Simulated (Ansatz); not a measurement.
**Fields on a plane of CsSnI3 (cubic perovskite)**

```xyz
5
Lattice="6.2718 0.0000 0.0000 0.0000 6.2718 0.0000 0.0000 0.0000 6.2718" Properties=species:S:1:pos:R:3 pbc="T T T"
Cs     0.0000     0.0000     0.0000
Sn     3.1359     3.1359     3.1359
I      0.0000     3.1359     3.1359
I      3.1359     3.1359     0.0000
I      3.1359     0.0000     3.1359
```

The slice is a {100} plane (indices of the conventional cell) through the point (0.500, 0.000, 0.500) (fractional), spanned by u = [100] and v = [010] in vectors of this cell: u (6.27 Å) and v (6.27 Å, at 90° to u). It covers one period; positions are fractions (u, v).

Atoms on it: Sn at (0.00, 0.50); I at (0.50, 0.50); I at (0.00, 0.00).

Calculation: PBE (plane waves to 420 eV, PAW, scalar-relativistic; Ansatz, a program for electronic structure). k mesh 6×6×6. Near the nuclei the fields are pseudised (PAW); where an atom keeps semicore shells as valence, they peak there. CsSnI3 was relaxed with its symmetry unable to fall. Spin-orbit coupling is left out, though I is heavy. This is a high-temperature form of CsSnI3.

| v \ u | 0.00 | 0.11 | 0.21 | 0.32 | 0.43 | 0.54 | 0.64 | 0.75 | 0.86 | 0.96 |
|---|---|---|---|---|---|---|---|---|---|---|
| 0.86 | -0.1 | -0.3 | -1.0 | -1.7 | -1.8 | -1.8 | -1.8 | -1.2 | -0.5 | -0.1 |
| 0.71 | -0.6 | -0.9 | -1.3 | -1.1 | -0.7 | -0.6 | -1.0 | -1.3 | -1.0 | -0.7 |
| 0.57 | 0.8 | 0.1 | -0.8 | -0.4 | 0.5 | 0.8 | -0.2 | -0.8 | -0.3 | 0.7 |
| 0.43 | 0.8 | 0.1 | -0.8 | -0.4 | 0.5 | 0.8 | -0.2 | -0.8 | -0.3 | 0.7 |
| 0.29 | -0.6 | -0.9 | -1.3 | -1.1 | -0.7 | -0.6 | -1.0 | -1.3 | -1.0 | -0.7 |
| 0.14 | -0.1 | -0.3 | -1.0 | -1.7 | -1.8 | -1.8 | -1.8 | -1.2 | -0.5 | -0.1 |
| 0.00 | 1.3 | 0.4 | -0.6 | -1.5 | -2.3 | -2.5 | -1.8 | -0.9 | 0.0 | 1.2 |

Values: log₁₀ of the valence density in e/Å³. The scale is logarithmic, as a density can span decades between atoms and voids.

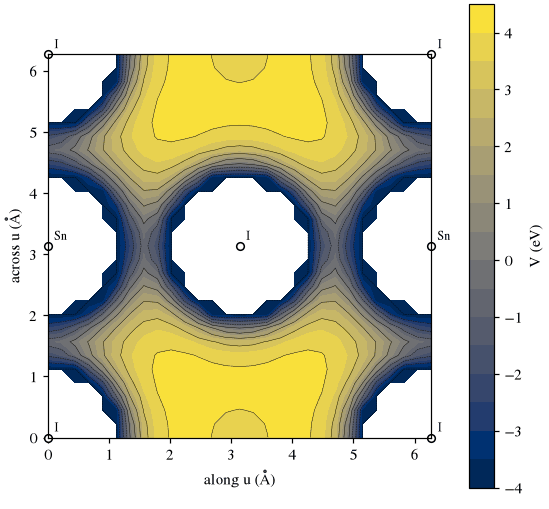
Electrostatic potential energy of an electron, from the cell's mean, in eV, one period of the plane, atoms marked. Points within 1 Å of a nucleus are left white, as the pseudised field means little there. Values under -4 eV are set to -4. The zero, the cell's mean, hangs on the PAW cores.

The density on the Sn–I line (3.14 Å) at its density minimum, 1.5 Å from Sn is 0.21 e/Å³ and the ELF at that point is 0.4. ELF maximum in the middle third of the Sn–I line: 0.65, 2.0 Å from Sn. Character of the Sn–I contact (rough rule: ELF there above 0.7 covalent, below 0.2 ionic, polar between): polar, between covalent and ionic.
